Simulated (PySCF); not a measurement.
| atom | x (Å) | y (Å) | z (Å) |
| --- | --- | --- | --- |
| C | 2.8763 | 0.4222 | -0.7685 |
| C | 3.2624 | 0.7266 | 0.4809 |
| Al | 1.6373 | 0.5032 | 1.5566 |
| C | 0.4354 | 0.3056 | -0.0435 |
| C | -0.7493 | -0.6526 | -0.0162 |
| C | -1.9279 | -0.3253 | -0.9607 |
| C | -2.8269 | -0.0491 | 0.2543 |
| C | -1.6760 | -0.4354 | 1.1963 |
| C | 1.4766 | -0.0124 | -1.1366 |
| H | 3.5666 | 0.4403 | -1.6097 |
| H | 4.3033 | 0.9971 | 0.6344 |
| H | 1.3210 | 0.4211 | 3.0665 |
| H | 0.0288 | 1.3058 | -0.2753 |
| H | -0.3964 | -1.6825 | -0.1103 |
| H | -2.2548 | -1.1617 | -1.5759 |
| H | -1.7607 | 0.5351 | -1.6065 |
| H | -3.7031 | -0.6910 | 0.3239 |
| H | -3.1482 | 0.9867 | 0.3449 |
| H | -1.3317 | 0.3662 | 1.8571 |
| H | -1.8614 | -1.3276 | 1.7917 |
| H | 1.2083 | 0.4415 | -2.0958 |
| H | 1.5100 | -1.0944 | -1.3085 |

Geometry: GFN2-xTB.

The calculation used PBE0/pcSseg-1, SCF density, gas phase, non-relativistic in PySCF 2.14.0.

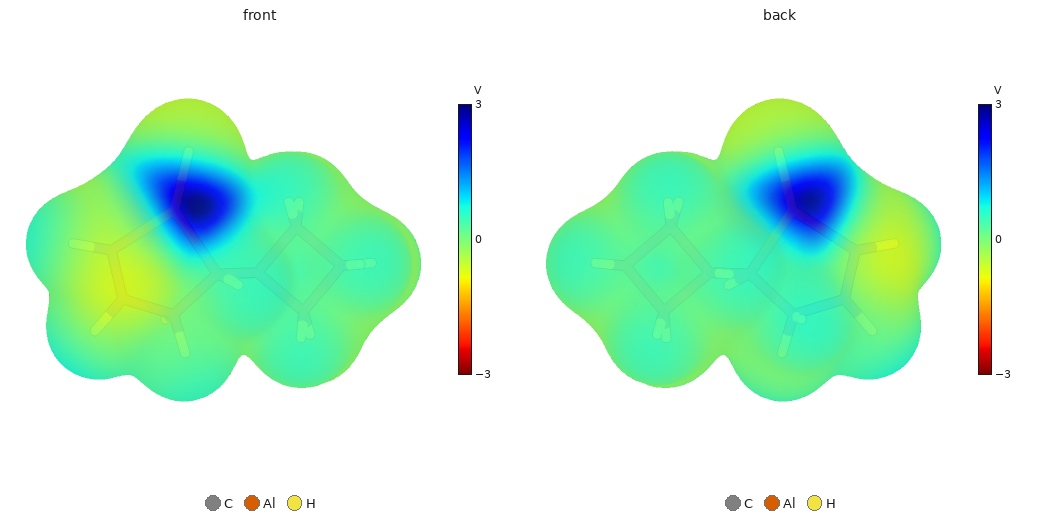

C8H13Al (SMILES C1=[CH][AlH][C@H](C2CCC2)C1). The molecular electrostatic potential painted on the density surface at 0.002 e/bohr³, seen from the front and from behind; red is negative and blue positive.

### Describe the electrostatic potential map.

The most negative region (about −0.7 V) lies over the π face of C1 and C2, the most positive (about +2.8 V) over Al3.
